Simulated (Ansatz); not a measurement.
# B2H6 at wB97M-V/STO-3G

What is the energy change on altering one bond length of B2H6 at wB97M-V/STO-3G? 

The results are computed with Ansatz 0.2.0.

29 further runs of the same task are left out: 29 set aside as unsound or not needed.

## (1) The molecule

B2H6: 8 atoms, total charge 0, spin state singlet. Geometry: relaxed at GFN2-xTB.

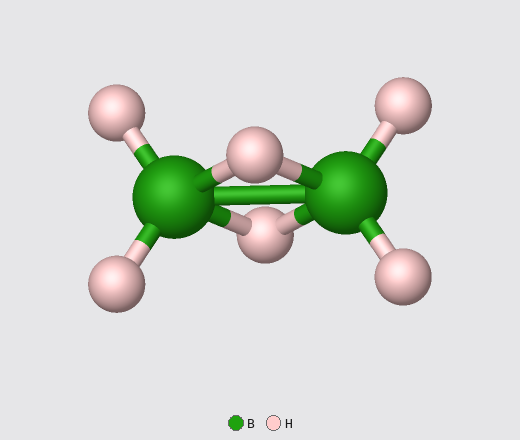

The structure, seen from a chosen angle (boron green, hydrogen pink).

## (2) A single-point energy at wB97M-V/STO-3G

The input, molecule.yaml:

```yaml
basis:
  gaussian:
    orbitals: STO-3G
crystal:
  periodic: [false, false, false]
  atoms:
    - {symbol: B, position_ang: [0.512330, -0.651880, 0.361590]}
    - {symbol: H, position_ang: [1.348300, -1.184480, -0.267850]}
    - {symbol: H, position_ang: [0.361730, -0.994490, 1.474260]}
    - {symbol: H, position_ang: [0.629670, 0.651070, 0.285640]}
    - {symbol: B, position_ang: [-0.512660, 0.652050, -0.361420]}
    - {symbol: H, position_ang: [-1.347930, 1.185240, 0.267880]}
    - {symbol: H, position_ang: [-0.360500, 0.994270, -1.473760]}
    - {symbol: H, position_ang: [-0.630940, -0.651780, -0.286340]}
hamiltonian:
  xc: {name: wB97M-V}
accuracy: high
```

Launch:

```bash
ansatz run molecule.yaml --threads 1 --pin off --max-ram 2610MiB --events-out events.jsonl --progress --plain --runs-dir runs
```

Output:

```text
Warning: RAYON_NUM_THREADS=1 ignored (pool sized by the plan → 1); use --threads N
Functional definition: wB97M-V
  name "wB97M-V"
  parameter omega = 0.3/bohr
  parameter cx = 0.15
  parameter cx01 = 1.007
  parameter cx10 = 0.259
  parameter css00 = 0.443
  parameter css04 = -1.437
  parameter css10 = -4.535
  parameter css20 = -3.390
  parameter css43 = 4.278
  parameter cos00 = 1.000
  parameter cos10 = 1.358
  parameter cos20 = 2.924
  parameter cos21 = -8.812
  parameter cos60 = -1.390
  parameter cos61 = 9.142
  parameter b = 6.0
  parameter c = 0.01
  gx(w, u) = 1 - cx + cx01*u + cx10*w
  gss(w, u) = css00 + css04*u^4 + css10*w + css20*w^2 + css43*w^4*u^3
  gos(w, u) = cos00 + cos10*w + (cos20 + cos21*u)*w^2 + (cos60 + cos61*u)*w^6
  exchange = spin_sum(e_x_unif_sr(omega)*gx(b97_w, b97_u_x)) + cx*exact_x_sr(omega) + exact_x_lr(omega)
  correlation = spin_sum(e_c_pw_mod_same_spin*gss(b97_w, b97_u_same))
      + integral(e_c_pw_mod_opposite_spin*gos(b97_w_opposite, b97_u_opposite)) + vv10(b, c)
272 factors; integrals over basis functions are off by at most 1.5e-8 eV
161 factors; integrals over basis functions are off by at most 1.0e-9 eV
mean field evaluation 1: about -1430.2646 eV, gradient 1.3e1 eV
mean field evaluation 2: about -1430.9892 eV, gradient 3.5e0 eV
mean field evaluation 4: about -1431.0358 eV, gradient 4.4e-2 eV
mean field evaluation 8: about -1430.9542 eV, gradient 7.9e-4 eV
mean field evaluation 16: about -1430.9542 eV, gradient 7.4e-9 eV
mean field -1430.95420139 eV, -52.5865969654 hartree, gradient 7.4e-9 eV, S^2 0.000000; 0 other end points of the search recorded, 0 dependent functions left out
reference -1430.95420398 eV, -52.5865970606 hartree; 8, 8 occupied and 8, 8 virtual orbitals, 272 factors
Total energy: -1430.95420398 eV, -52.5865970606 hartree
```

Run time: 17 s. Hardware: 1 thread of Arm Neoverse V2, shared host; peak memory 0.28 GiB.

## (3) The distorted shape at the same level

The input, run.yaml:

```yaml
basis:
  gaussian:
    orbitals: STO-3G
crystal:
  periodic: [false, false, false]
  atoms:
    - {symbol: B, position_ang: [0.549979, -0.566229, 0.083427]}
    - {symbol: H, position_ang: [1.385949, -1.098829, -0.546013]}
    - {symbol: H, position_ang: [0.361730, -0.994490, 1.474260]}
    - {symbol: H, position_ang: [0.667319, 0.736721, 0.007477]}
    - {symbol: B, position_ang: [-0.475011, 0.737701, -0.639583]}
    - {symbol: H, position_ang: [-1.310281, 1.270891, -0.010283]}
    - {symbol: H, position_ang: [-0.322851, 1.079921, -1.751923]}
    - {symbol: H, position_ang: [-0.593291, -0.566129, -0.564503]}
hamiltonian:
  xc: {name: wB97M-V}
accuracy: high
```

Launch:

```bash
ansatz run run.yaml --threads 1 --pin off --max-ram 2610MiB --events-out events.jsonl --progress --plain --runs-dir runs
```

Output, cut to the lines that bear on the results:

```text
Warning: RAYON_NUM_THREADS=1 ignored (pool sized by the plan → 1); use --threads N
[... 2 set-up lines as earlier in the session ...]
[...]
  gx(w, u) = 1 - cx + cx01*u + cx10*w
  gss(w, u) = css00 + css04*u^4 + css10*w + css20*w^2 + css43*w^4*u^3
  gos(w, u) = cos00 + cos10*w + (cos20 + cos21*u)*w^2 + (cos60 + cos61*u)*w^6
[...]
      + integral(e_c_pw_mod_opposite_spin*gos(b97_w_opposite, b97_u_opposite)) + vv10(b, c)
273 factors; integrals over basis functions are off by at most 3.3e-8 eV
163 factors; integrals over basis functions are off by at most 1.1e-9 eV
[...]
mean field -1429.94105386 eV, -52.5493644806 hartree, gradient 1.4e-8 eV, S^2 0.000000; 0 other end points of the search recorded, 0 dependent functions left out
reference -1429.94105651 eV, -52.5493645779 hartree; 8, 8 occupied and 8, 8 virtual orbitals, 273 factors
Total energy: -1429.94105651 eV, -52.5493645779 hartree
```

Run time: 17 s. Hardware: 1 thread of Arm Neoverse V2, shared host; peak memory 0.28 GiB.

## (4) What came out

At wB97M-V/STO-3G:

```
                                                         quantity         value
                                        first shape: total energy  -52.58660 Eh
                                    distorted shape: total energy  -52.54936 Eh
energy change with the B1–H3 bond stretched from 1.174 to 1.467 Å      1.013 eV
```

**Reading.** With the B1–H3 bond stretched from 1.174 to 1.467 Å the energy rises by 1.01 eV (98 kJ/mol). The first shape isn't relaxed at this level, so the change isn't measured from a minimum. The minimal basis adds a large error of its own.
